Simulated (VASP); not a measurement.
Energy against volume of CdTe (zinc blende). These are PBE GGA with D4 dispersion, VASP's PBE PAW potentials (set 64) (plane waves; VASP) values and carry that method's errors.

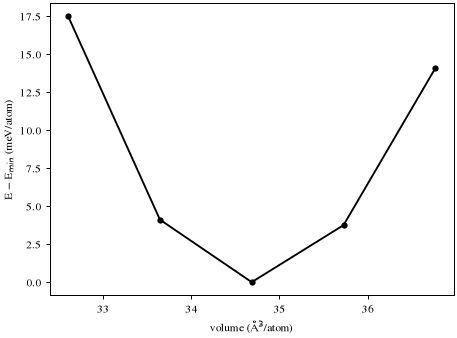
Energy against volume

Task: Estimate the equilibrium volume and the bulk modulus.

Result: The minimum lies near 34.7 Å³/atom, and the curvature gives B0 of about 40 GPa.

Measured: bulk modulus 43.7 GPa (computed value off by -8.2 %), as given by Elmahjoubi et al., (2023), arXiv:2303.01780; a 6.480 Å (computed value off by +0.6 %), as given by M J Lucero et al., Journal of Physics Condensed Matter (2012), arXiv:1111.4515. The calculation is for a static lattice, while the measured bulk modulus, a hold thermal and zero-point effects, which are part of the difference.

The compound is CdTe in the zinc blende structure. It was relaxed first.
